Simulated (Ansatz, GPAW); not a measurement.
# Cutoff, mesh and smearing for a 6-layer slab of Pb(111), part 2 of 3

How do cutoff, mesh, smearing and the dipole layer change the work function of a 6-layer slab of Pb(111)?

GPAW 26.7.0 and Ansatz 0.2.0; Ansatz plane waves; slab in vacuum with a dipole correction, relaxation (the session's first sound run).

So far, upper work function (eV): step 2 (relaxing the atoms) 3.77.

## 3. The slab's potential

The work function is the vacuum plateau of the electrostatic potential less the Fermi level; a dipole layer lets the two faces have plateaus of their own.

This step: GPAW, PAW setups; slab in vacuum (GPAW 26.7.0).

run.py

```python
import json
import numpy as np
from ase import Atoms
from gpaw import GPAW, PW

slab = Atoms(
    ['Pb', 'Pb', 'Pb', 'Pb', 'Pb', 'Pb'],
    positions=[
        [1.75009, 1.01041, 7.00000],
        [3.50018, 2.02083, 9.85788],
        [0.00000, 0.00000, 12.71577],
        [1.75009, 1.01041, 15.67104],
        [3.50018, 2.02083, 18.66184],
        [-0.00000, 0.00000, 21.44976]],
    cell=[[3.50018, 0.0, 0.0], [1.75009, 3.03124, 0.0], [0.0, 0.0, 28.28942]],
    pbc=[True, True, False])

slab.calc = GPAW(mode=PW(400), xc='PBE', kpts={'size': (10, 10, 1), 'gamma': True},
                 occupations={'name': 'fermi-dirac', 'width': 0.1}, nbands='140%',
                 convergence={'density': 1e-05}, maxiter=200,
                 poissonsolver={'dipolelayer': 'xy'},
                 symmetry={'tolerance': 1e-3}, txt='slab.txt')
result = {}
energy = slab.get_potential_energy()
fermi = slab.calc.get_fermi_level()
v = slab.calc.get_electrostatic_potential().mean((0, 1)) - fermi
n = slab.calc.get_pseudo_density().mean((0, 1))
L = slab.cell[2, 2]
z = np.arange(len(v)) * L / len(v)
low, high = slab.positions[:, 2].min(), slab.positions[:, 2].max()
below, above = np.interp([low - 4.8, high + 4.8], z, v)
slopes = [np.interp(x, z, np.gradient(v, z)) for x in (low - 4.8, high + 4.8)]
eps = np.array([[slab.calc.get_eigenvalues(k, s) for k in range(len(slab.calc.get_ibz_k_points()))]
                for s in range(slab.calc.get_number_of_spins())]) - fermi
top, bottom = eps[eps < 0].max(), eps[eps > 0].min()
dipole = slab.get_dipole_moment()[2]
print(f'energy {energy:.4f} eV, Fermi level {fermi:.4f} eV, dipole {dipole:.5f} e A')
print(f'potential 4.8 A off the faces, from the Fermi level: lower {below:.4f} eV, upper {above:.4f} eV')
print(f'slope of the potential there: lower {slopes[0]:.5f}, upper {slopes[1]:.5f} eV/A')
print(f'nearest levels on the mesh: {top:.4f} and {bottom:.4f} eV')
print('magnetic moment', round(slab.get_magnetic_moment(), 3))
result.update(energy=energy, fermi=fermi, dipole=dipole, below=below, above=above, slopes=slopes, edges=[top, bottom],
              z=z.tolist(), v=v.tolist(), n=n.tolist(), positions=slab.positions.tolist(),
              forces=slab.get_forces(apply_constraint=False).tolist(), moments=slab.get_magnetic_moments().tolist())
json.dump(result, open('result.json', 'w'))
```

Run with:

```bash
$ OMP_NUM_THREADS=1 OPENBLAS_NUM_THREADS=1 python run.py
```

What it wrote:

```text
energy -22.0047 eV, Fermi level 3.1353 eV, dipole -0.00080 e A
potential 4.8 A off the faces, from the Fermi level: lower 3.7759 eV, upper 3.7982 eV
slope of the potential there: lower -0.00146, upper 0.00147 eV/A
nearest levels on the mesh: -0.0916 and 0.0033 eV
magnetic moment 0.0
```

Run time: 2.6 min. Hardware: 1 thread of Arm Neoverse V2, shared host; peak memory 0.28 GiB.

This step gave:

```yaml
dipole_along_the_normal: -7.96e-4 e·Å
levels_nearest_the_fermi_level_on_the_mesh: -0.09158, 0.003313 eV from the Fermi level
upper_work_function: 3.798 eV
lower_work_function: 3.776 eV
```

The electrostatic potential energy of an electron (without an applied field's), less the Fermi level, planar mean oscillates, so the rows of the table below give means over windows of 2.83 Å about each position, cut where the curve ends. Its maxima inside the range that stand out by 2 % of the span (Å: eV): 8.5: 1.20, 11.3: 1.14, 14.1: 1.48, 17.2: 1.60, 20.0: 0.965. Its minima: 7.0: -21.8, 9.8: -21.9, 12.7: -21.8, 15.7: -21.8, 18.7: -21.9, 21.5: -21.8.

Table of electrostatic potential energy of an electron (without an applied field's), less the Fermi level, planar mean by z; means over each step:

| z (Å) | electrostatic potential energy of an electron (without an applied field's), less the Fermi level, planar mean (eV) |
| --- | --- |
| 1.42 | 3.78 |
| 4.25 | 3.50 |
| 7.08 | -7.59 |
| 9.91 | -7.67 |
| 12.73 | -7.68 |
| 15.57 | -7.64 |
| 18.39 | -7.57 |
| 21.23 | -7.66 |
| 24.05 | 3.41 |
| 26.88 | 3.80 |

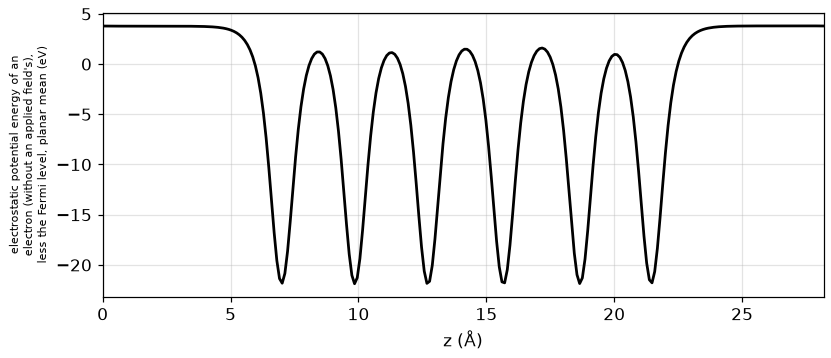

Electrostatic potential energy of an electron (without an applied field's), less the Fermi level, planar mean, plotted against z.

The pseudo valence density, planar mean oscillates, so the rows of the table below give means over windows of 2.93 Å about each position, cut where the curve ends. Its maxima inside the range that stand out by 2 % of the span (Å: e/Å³): 6.9: 1.16, 9.8: 1.20, 12.8: 1.18, 15.7: 1.19, 18.7: 1.20, 21.4: 1.17. Its minima: 8.4: 0.108, 11.3: 0.105, 14.2: 0.0955, 17.2: 0.0894, 20.1: 0.117.

The pseudo valence density, planar mean by z; means over each step:

| z (Å) | pseudo valence density, planar mean (e/Å³) |
| --- | --- |
| 1.47 | 1.4e-5 |
| 4.40 | 0.0143 |
| 7.33 | 0.451 |
| 10.26 | 0.454 |
| 13.19 | 0.450 |
| 16.12 | 0.447 |
| 19.05 | 0.458 |
| 21.98 | 0.426 |
| 24.91 | 0.00179 |
| 27.84 | 3.5e-6 |

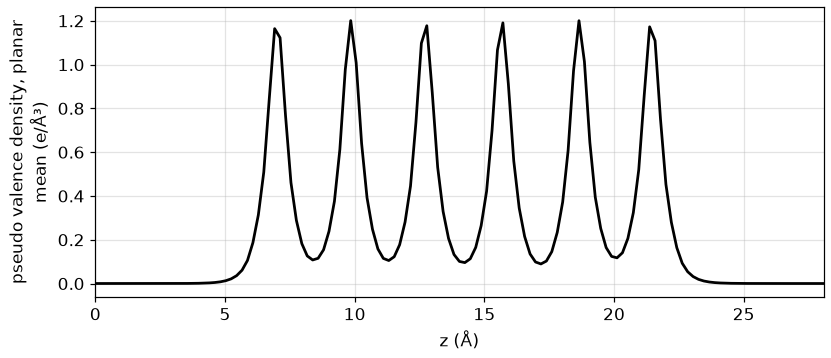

Pseudo valence density, planar mean against z.

Force by atom:

| atom | x (eV/Å) | y (eV/Å) | z (eV/Å) | size |
| --- | --- | --- | --- | --- |
| Pb1 | 0.000 | 0.000 | 0.084 | 0.084 |
| Pb2 | 0.000 | 0.000 | -0.212 | 0.212 |
| Pb3 | 0.000 | 0.000 | 0.137 | 0.137 |
| Pb4 | 0.000 | 0.000 | -0.004 | 0.004 |
| Pb5 | 0.000 | 0.000 | 0.015 | 0.015 |
| Pb6 | 0.000 | 0.000 | -0.019 | 0.019 |

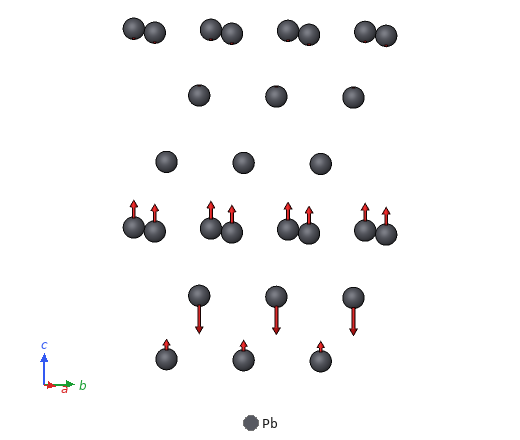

Force as arrows, the longest 0.212 eV/Å. 1×3×1 cells are drawn. Some periodic images of atoms are drawn too.

The potential is flat to 0.001 eV/Å where it is read, so the vacuum is wide enough. The geometry is the other program's minimum; here the largest force on a free atom is 0.019 eV/Å.

## 4. Cutoff 200

The cutoff limits how sharply the smooth valence waves can vary, which tells mostly near the atoms.

Edit run.py of step 3 so:

```diff
@@ -17,3 +17,3 @@
 
-slab.calc = GPAW(mode=PW(400), xc='PBE', kpts={'size': (10, 10, 1), 'gamma': True},
+slab.calc = GPAW(mode=PW(200), xc='PBE', kpts={'size': (10, 10, 1), 'gamma': True},
                  occupations={'name': 'fermi-dirac', 'width': 0.1}, nbands='140%',
```

What it wrote:

```text
energy -16.7900 eV, Fermi level 3.1472 eV, dipole -0.00332 e A
potential 4.8 A off the faces, from the Fermi level: lower 3.7850 eV, upper 3.7957 eV
slope of the potential there: lower -0.00592, upper -0.00186 eV/A
nearest levels on the mesh: -0.0879 and 0.0013 eV
magnetic moment 0.0
```

The job ended after 65 s (1 thread; peak memory 0.17 GiB).

The run finished. A setting was moved off its sound value on purpose, so it serves as a test and not as the result.

The fault put into the input: a cutoff under that of the base run: the energy of the cell lies 5.2 eV from the base value (ecut = 200).

The two runs compared:

| quantity | this run | sound run | difference |
| --- | --- | --- | --- |
| dipole along the normal (e·Å) | -0.0033220 | -7.960e-4 | -0.00253 |
| upper work function (eV) | 3.7957 | 3.7982 | -0.00248 |
| lower work function (eV) | 3.7850 | 3.7759 | 0.00914 |

## 5. Cutoff 300

The cutoff limits how sharply the smooth valence waves can vary, which tells mostly near the atoms.

Edit run.py of step 4 so:

```diff
@@ -17,3 +17,3 @@
 
-slab.calc = GPAW(mode=PW(200), xc='PBE', kpts={'size': (10, 10, 1), 'gamma': True},
+slab.calc = GPAW(mode=PW(300), xc='PBE', kpts={'size': (10, 10, 1), 'gamma': True},
                  occupations={'name': 'fermi-dirac', 'width': 0.1}, nbands='140%',
```

What it wrote:

```text
energy -19.4107 eV, Fermi level 3.1396 eV, dipole -0.00084 e A
potential 4.8 A off the faces, from the Fermi level: lower 3.7787 eV, upper 3.8004 eV
slope of the potential there: lower -0.00194, upper 0.00176 eV/A
nearest levels on the mesh: -0.0886 and 0.0023 eV
magnetic moment 0.0
```

Elapsed: 1.8 min, on 1 thread; peak memory 0.22 GiB.

The run finished. A setting was moved off its sound value on purpose, so it serves as a test and not as the result.

The fault put into the input: a cutoff under that of the base run: the energy of the cell lies 2.6 eV from the base value (ecut = 300).

Side by side:

| quantity | this run | sound run | difference |
| --- | --- | --- | --- |
| upper work function (eV) | 3.8004 | 3.7982 | 0.00226 |
| lower work function (eV) | 3.7787 | 3.7759 | 0.00283 |

## 6. Cutoff 700: ecut = 700

The cutoff limits how sharply the smooth valence waves can vary, which tells mostly near the atoms.

Edit run.py of step 5 so:

```diff
@@ -17,3 +17,3 @@
 
-slab.calc = GPAW(mode=PW(300), xc='PBE', kpts={'size': (10, 10, 1), 'gamma': True},
+slab.calc = GPAW(mode=PW(700), xc='PBE', kpts={'size': (10, 10, 1), 'gamma': True},
                  occupations={'name': 'fermi-dirac', 'width': 0.1}, nbands='140%',
```

What it wrote:

```text
energy -22.4940 eV, Fermi level 3.1339 eV, dipole -0.00079 e A
potential 4.8 A off the faces, from the Fermi level: lower 3.7760 eV, upper 3.7979 eV
slope of the potential there: lower -0.00138, upper 0.00131 eV/A
nearest levels on the mesh: -0.0921 and 0.0035 eV
magnetic moment 0.0
```

Wall time 6.2 min (1 thread); peak memory 0.51 GiB.

Numbers from this step:

```yaml
dipole_along_the_normal: -7.93e-4 e·Å
levels_nearest_the_fermi_level_on_the_mesh: -0.09206, 0.003502 eV from the Fermi level
```

The electrostatic potential energy of an electron (without an applied field's), less the Fermi level, planar mean oscillates, so the rows of the table below give means over windows of 2.91 Å about each position, cut where the curve ends. Its maxima inside the range that stand out by 2 % of the span (Å: eV): 8.4: 1.22, 11.3: 1.14, 14.2: 1.49, 17.1: 1.59, 20.1: 0.921. Its minima: 7.0: -21.7, 9.8: -21.5, 12.8: -21.7, 15.7: -21.9, 18.7: -21.9, 21.4: -21.8.

Table of electrostatic potential energy of an electron (without an applied field's), less the Fermi level, planar mean by z; means over each step:

| z (Å) | electrostatic potential energy of an electron (without an applied field's), less the Fermi level, planar mean (eV) |
| --- | --- |
| 1.46 | 3.78 |
| 4.37 | 3.38 |
| 7.28 | -7.40 |
| 10.19 | -7.44 |
| 13.10 | -7.39 |
| 16.01 | -7.35 |
| 18.91 | -7.46 |
| 21.83 | -7.04 |
| 24.73 | 3.72 |
| 27.65 | 3.80 |

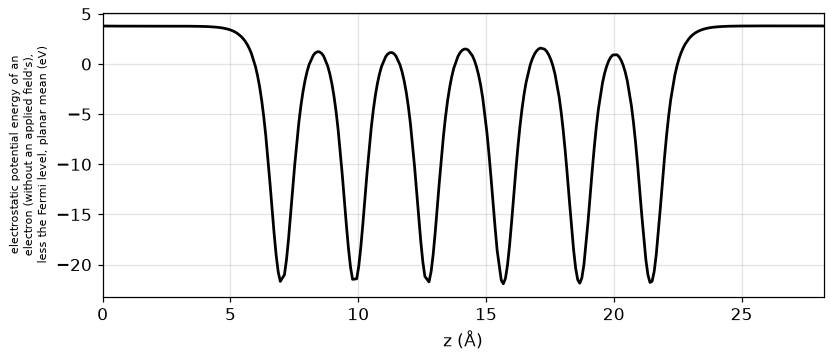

Electrostatic potential energy of an electron (without an applied field's), less the Fermi level, planar mean, plotted against z.

The pseudo valence density, planar mean oscillates, so the rows of the table below give means over windows of 2.91 Å about each position, cut where the curve ends. Its maxima inside the range that stand out by 2 % of the span (Å: e/Å³): 7.0: 1.19, 9.9: 1.20, 12.8: 1.19, 15.7: 1.20, 18.6: 1.17, 21.5: 1.19. Its minima: 8.4: 0.107, 11.3: 0.105, 14.2: 0.0949, 17.1: 0.0894, 20.0: 0.116.

The pseudo valence density, planar mean by z; means over each step:

| z (Å) | pseudo valence density, planar mean (e/Å³) |
| --- | --- |
| 1.46 | 1.3e-5 |
| 4.37 | 0.0128 |
| 7.28 | 0.453 |
| 10.19 | 0.456 |
| 13.10 | 0.452 |
| 16.01 | 0.450 |
| 18.91 | 0.458 |
| 21.83 | 0.437 |
| 24.73 | 0.00259 |
| 27.65 | 4.2e-6 |

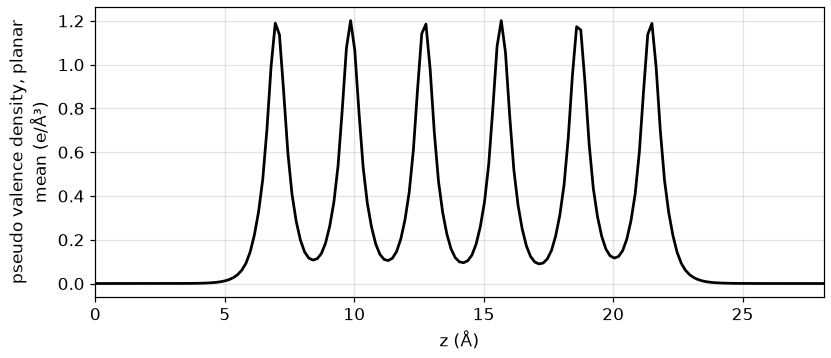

Pseudo valence density, planar mean, plotted against z.

Force by atom:

| atom | x (eV/Å) | y (eV/Å) | z (eV/Å) | size |
| --- | --- | --- | --- | --- |
| Pb1 | 0.000 | 0.000 | 0.087 | 0.087 |
| Pb2 | 0.000 | 0.000 | -0.213 | 0.213 |
| Pb3 | 0.000 | 0.000 | 0.139 | 0.139 |
| Pb4 | 0.000 | 0.000 | -0.007 | 0.007 |
| Pb5 | 0.000 | 0.000 | 0.013 | 0.013 |
| Pb6 | 0.000 | 0.000 | -0.020 | 0.020 |

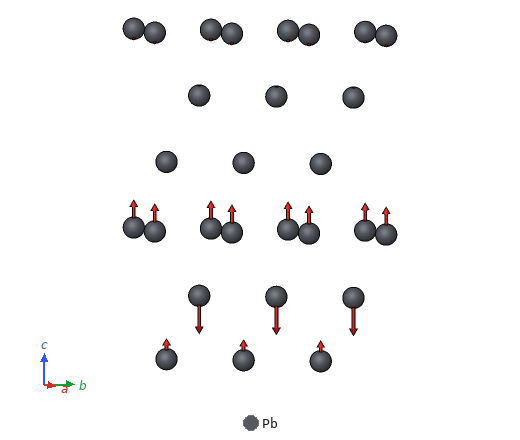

Force as arrows, the longest 0.213 eV/Å. 1×3×1 cells are drawn. Some periodic images of atoms are drawn too.

The upper face's work function is 3.798 eV, against 3.798 eV in the first plane-wave PBE run at this geometry.

## 7. K mesh 3×3

The mesh in the plane samples the bands: a metal's Fermi level needs it dense, and band edges must lie on it.

Edit run.py of step 6 so:

```diff
@@ -17,3 +17,3 @@
 
-slab.calc = GPAW(mode=PW(700), xc='PBE', kpts={'size': (10, 10, 1), 'gamma': True},
+slab.calc = GPAW(mode=PW(400), xc='PBE', kpts={'size': (3, 3, 1), 'gamma': True},
                  occupations={'name': 'fermi-dirac', 'width': 0.1}, nbands='140%',
```

What it wrote:

```text
energy -21.5611 eV, Fermi level 2.8636 eV, dipole -0.00135 e A
potential 4.8 A off the faces, from the Fermi level: lower 3.7551 eV, upper 3.7869 eV
slope of the potential there: lower -0.00136, upper 0.00133 eV/A
nearest levels on the mesh: -0.5637 and 0.0162 eV
magnetic moment 0.0
```

Wall time 45 s (1 thread); peak memory 0.22 GiB.

The run finished with changed settings (kpts = [3, 3]); it serves as a test.

The two runs compared:

| quantity | this run | sound run | difference |
| --- | --- | --- | --- |
| upper work function (eV) | 3.7869 | 3.7982 | -0.0113 |
| lower work function (eV) | 3.7551 | 3.7759 | -0.0208 |

## 8. K mesh 6×6

The mesh in the plane samples the bands: a metal's Fermi level needs it dense, and band edges must lie on it.

Edit run.py of step 7 so:

```diff
@@ -17,3 +17,3 @@
 
-slab.calc = GPAW(mode=PW(400), xc='PBE', kpts={'size': (3, 3, 1), 'gamma': True},
+slab.calc = GPAW(mode=PW(400), xc='PBE', kpts={'size': (6, 6, 1), 'gamma': True},
                  occupations={'name': 'fermi-dirac', 'width': 0.1}, nbands='140%',
```

What it wrote:

```text
energy -21.9224 eV, Fermi level 3.1761 eV, dipole -0.00009 e A
potential 4.8 A off the faces, from the Fermi level: lower 3.8076 eV, upper 3.8178 eV
slope of the potential there: lower -0.00140, upper 0.00142 eV/A
nearest levels on the mesh: -0.1714 and 0.1123 eV
magnetic moment 0.0
```

The job ended after 81 s (1 thread; peak memory 0.24 GiB).

The run finished with changed settings (kpts = [6, 6]); it serves as a test.

Side by side:

| quantity | this run | sound run | difference |
| --- | --- | --- | --- |
| upper work function (eV) | 3.8178 | 3.7982 | 0.0196 |
| lower work function (eV) | 3.8076 | 3.7759 | 0.0317 |

The two runs differ clearly in the lower work function: 3.81 eV against 3.78 eV.

## 9. K mesh 15×15: kpts = [15, 15]

The mesh in the plane samples the bands: a metal's Fermi level needs it dense, and band edges must lie on it.

Edit run.py of step 8 so:

```diff
@@ -17,3 +17,3 @@
 
-slab.calc = GPAW(mode=PW(400), xc='PBE', kpts={'size': (6, 6, 1), 'gamma': True},
+slab.calc = GPAW(mode=PW(400), xc='PBE', kpts={'size': (15, 15, 1), 'gamma': True},
                  occupations={'name': 'fermi-dirac', 'width': 0.1}, nbands='140%',
```

What it wrote:

```text
energy -22.0423 eV, Fermi level 3.1494 eV, dipole -0.00043 e A
potential 4.8 A off the faces, from the Fermi level: lower 3.7710 eV, upper 3.7870 eV
slope of the potential there: lower -0.00146, upper 0.00146 eV/A
nearest levels on the mesh: -0.0206 and 0.0573 eV
magnetic moment 0.0
```

The job ended after 4.7 min (1 thread; peak memory 0.37 GiB).

Numbers from this step:

```
dipole along the normal                    : -4.29e-4 e·Å
levels nearest the Fermi level on the mesh : -0.02063, 0.05729 eV from the Fermi level
upper work function                        : 3.787 eV
lower work function                        : 3.771 eV
```

The electrostatic potential energy of an electron (without an applied field's), less the Fermi level, planar mean oscillates, so the rows of the table below give means over windows of 2.83 Å about each position, cut where the curve ends. Its maxima inside the range that stand out by 2 % of the span (Å: eV): 8.5: 1.18, 11.3: 1.13, 14.1: 1.47, 17.2: 1.58, 20.0: 0.941. Its minima: 7.0: -21.8, 9.8: -21.9, 12.7: -21.8, 15.7: -21.8, 18.7: -21.9, 21.5: -21.8.

Table of electrostatic potential energy of an electron (without an applied field's), less the Fermi level, planar mean by z; means over each step:

| z (Å) | electrostatic potential energy of an electron (without an applied field's), less the Fermi level, planar mean (eV) |
| --- | --- |
| 1.42 | 3.77 |
| 4.25 | 3.50 |
| 7.08 | -7.61 |
| 9.91 | -7.69 |
| 12.73 | -7.70 |
| 15.57 | -7.65 |
| 18.39 | -7.59 |
| 21.23 | -7.68 |
| 24.05 | 3.40 |
| 26.88 | 3.79 |

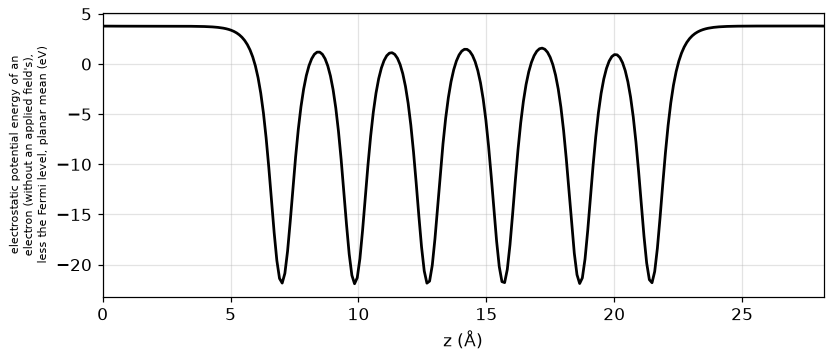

Electrostatic potential energy of an electron (without an applied field's), less the Fermi level, planar mean against z.

The upper face's work function is 3.787 eV, against 3.798 eV in the first plane-wave PBE run at this geometry.

## 10. Scheme Fermi-Dirac, smearing 0.3

Smearing changes the occupations near the Fermi level, and with them the level itself. Smearing helps the SCF of a metal converge, but it blurs occupations at band edges near the Fermi level.

Edit run.py of step 9 so:

```diff
@@ -17,4 +17,4 @@
 
-slab.calc = GPAW(mode=PW(400), xc='PBE', kpts={'size': (15, 15, 1), 'gamma': True},
-                 occupations={'name': 'fermi-dirac', 'width': 0.1}, nbands='140%',
+slab.calc = GPAW(mode=PW(400), xc='PBE', kpts={'size': (10, 10, 1), 'gamma': True},
+                 occupations={'name': 'fermi-dirac', 'width': 0.3}, nbands='140%',
                  convergence={'density': 1e-05}, maxiter=200,
```

What it wrote:

```text
energy -22.0071 eV, Fermi level 3.1301 eV, dipole -0.00026 e A
potential 4.8 A off the faces, from the Fermi level: lower 3.8032 eV, upper 3.8163 eV
slope of the potential there: lower -0.00162, upper 0.00161 eV/A
nearest levels on the mesh: -0.0025 and 0.0032 eV
magnetic moment 0.0
```

Elapsed: 2.6 min, on 1 thread; peak memory 0.28 GiB.

Numbers from this step:

- dipole along the normal: -2.58e-4 e·Å
- levels nearest the Fermi level on the mesh: -0.002486, 0.003174 eV from the Fermi level
- upper work function: 3.816 eV
- lower work function: 3.803 eV

The electrostatic potential energy of an electron (without an applied field's), less the Fermi level, planar mean oscillates, so the rows of the table below give means over windows of 2.88 Å about each position, cut where the curve ends. Its maxima inside the range that stand out by 2 % of the span (Å: eV): 8.4: 1.19, 11.3: 1.14, 14.1: 1.48, 17.2: 1.60, 20.0: 0.942. Its minima: 7.0: -21.8, 9.8: -21.9, 12.7: -21.8, 15.7: -21.8, 18.7: -21.9, 21.5: -21.8.

Electrostatic potential energy of an electron (without an applied field's), less the Fermi level, planar mean against z; means over each step:

| z (Å) | electrostatic potential energy of an electron (without an applied field's), less the Fermi level, planar mean (eV) |
| --- | --- |
| 1.44 | 3.80 |
| 4.32 | 3.46 |
| 7.20 | -7.46 |
| 10.08 | -7.54 |
| 12.96 | -7.50 |
| 15.84 | -7.47 |
| 18.72 | -7.52 |
| 21.60 | -7.34 |
| 24.48 | 3.67 |
| 27.36 | 3.82 |

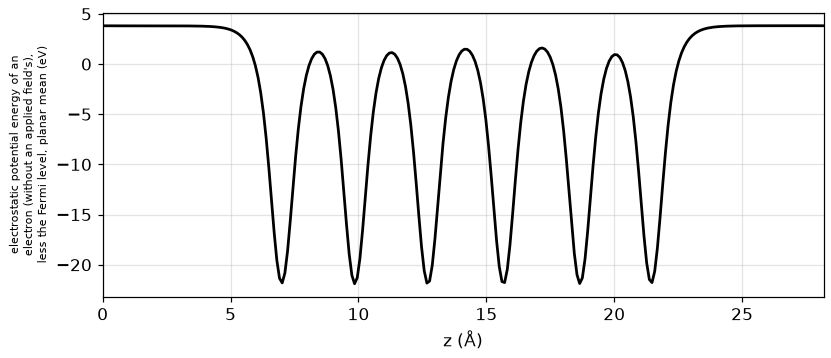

Electrostatic potential energy of an electron (without an applied field's), less the Fermi level, planar mean, plotted against z.

The upper face's work function is 3.816 eV, against 3.798 eV in the first plane-wave PBE run at this geometry.

(Part 2 of 3 ends here.)

[Logs are printed without paths, hosts, clocks, repeated set-up lines and the standing remarks that a program may print on its own settings, such as how far it seeks lower states.]

[Hosts, paths, dates, database ids (printed as entryN), source tags and the programs' standing remarks are cut or masked in the printed files.]
